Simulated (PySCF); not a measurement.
# Cl2 (SMILES ClCl) at BLYP/aug-cc-pVTZ

What is the energy change on altering one bond length of Cl2 at BLYP/aug-cc-pVTZ? The job is set up through a Python script.

The calculation is run with PySCF 2.14.0.

2 further runs of the same task are left out: 2 set aside as unsound or not needed.

**1. The structure to begin with**

Cl2 has 2 atoms, charge 0, and is taken as a singlet. SMILES: `ClCl`. The shape is that of a PBE0-D4/def2-TZVP optimisation.

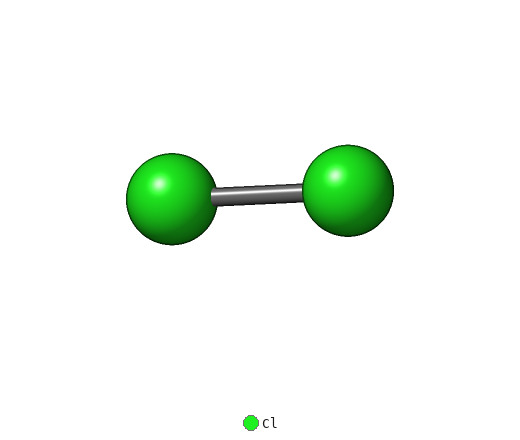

The structure, seen from a chosen angle (chlorine green).

**2. A single-point energy at BLYP/aug-cc-pVTZ**

The input, mol.xyz:

```xyz
2

Cl     0.845690    -0.281600     0.433600
Cl    -0.845690     0.281600    -0.433600
```

The input, job.py:

```python
# ClCl
from pyscf import gto, dft

mol = gto.M(
    atom='mol.xyz',
    spin=0,
    verbose=3,
    max_memory=1860,
    basis='aug-cc-pvtz',
)

mf = dft.RKS(mol, xc='blyp')
mf.conv_tol = 1e-10
mf.grids.level = 5
mf.kernel()
if not mf.converged:
    mf = mf.newton().run(mf.mo_coeff, mf.mo_occ)

etot = mf.e_tot
print('E = %.10f Eh' % etot)
```

Command:

```
OMP_NUM_THREADS=1 python job.py
```

Output:

```text
converged SCF energy = -920.405296979856
E = -920.4052969799 Eh
```

It took 6.6 s on 1 thread of Arm Neoverse V1, shared host; peak memory 0.47 GiB.

**3. The distorted shape at the same level**

The input, job.py:

```python
from pyscf import gto, dft

molecule = gto.M(
    atom='Cl 1.099410 -0.366084 0.563687; Cl -0.845690 0.281600 -0.433600',
    charge=0,
    spin=0,
    verbose=3,
    max_memory=1860,
    basis='aug-cc-pvtz',
)

ks = dft.RKS(molecule, xc='blyp')
ks.grids.level = 5
ks.conv_tol = 1e-10
ks.kernel()
if not ks.converged:
    ks = ks.newton().run(ks.mo_coeff, ks.mo_occ)

e_tot = ks.e_tot
print(f'total energy: {e_tot:.8f} hartree')
```

Command:

```
OMP_NUM_THREADS=1 python job.py
```

Output:

```text
converged SCF energy = -920.396225244299
total energy: -920.39622524 hartree
```

Wall time 6.6 s (1 thread of Arm Neoverse V1, shared host); peak memory 0.47 GiB.

**4. What came out**

At BLYP/aug-cc-pVTZ:

| quantity | value |
| --- | --- |
| first shape: total energy | -920.40530 Eh |
| first shape: dipole moment | 0.00 D |
| first shape: HOMO energy | -7.16 eV |
| first shape: LUMO energy | -4.07 eV |
| first shape: HOMO–LUMO gap | 3.09 eV |
| distorted shape: total energy | -920.39623 Eh |
| distorted shape: dipole moment | 0.00 D |
| distorted shape: HOMO energy | -7.69 eV |
| distorted shape: LUMO energy | -6.08 eV |
| distorted shape: HOMO–LUMO gap | 1.60 eV |
| energy change with the Cl1–Cl2 bond stretched from 1.982 to 2.280 Å | 0.247 eV |

With the Cl1–Cl2 bond stretched from 1.982 to 2.280 Å the energy rises by 0.25 eV (5.7 kcal/mol). The first shape isn't relaxed at this level, so the change isn't measured from a minimum.
